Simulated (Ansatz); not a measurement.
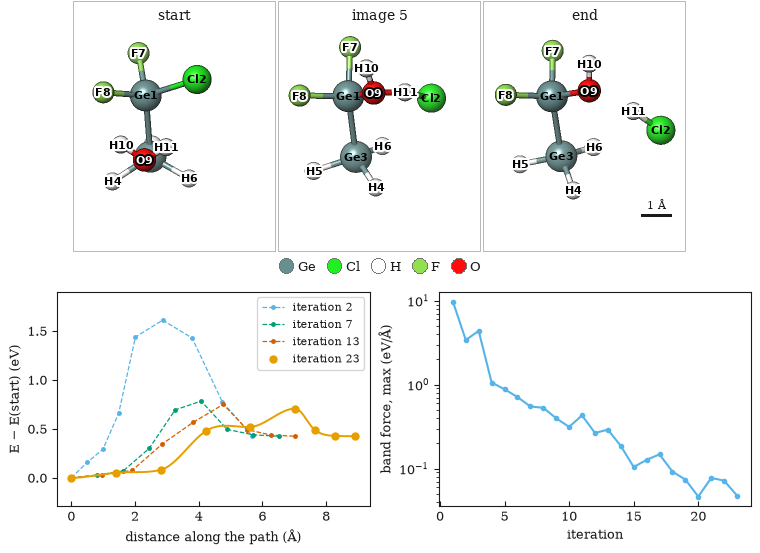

A search for the minimum-energy path of Ge2H5OClF2 by the nudged elastic band. Images are numbered from 0 (start) to 8 (end). The plot follows the band through its iterations. A ball-and-stick model, seen from a free direction.

Level of theory: RKS PBE/def2-SVP (Ansatz 0.2.0). Set-up: 7 movable images; climbing image; force threshold 0.05 eV/Å; iteration limit 60; starting path through a guess of the saddle point.

Did the band converge, and can the barrier be trusted?

Answer. The result is final at these settings. The band converged in 23 iterations. The largest component of the band force went from 9.8 to 0.048 eV/Å. The climbing image converged on the top of the path. Its vibrational analysis gives one imaginary mode (215i cm⁻¹), as a transition state must have. The first iteration put the highest image at 3.93 eV. The highest point, image 5, lies 0.71 eV above the start and 0.28 eV above the end; the end is at +0.43 eV relative to the start.

Cost: 5.2 min on 4 threads of Arm Neoverse V1 (shared host), peak memory 0.25 GiB.
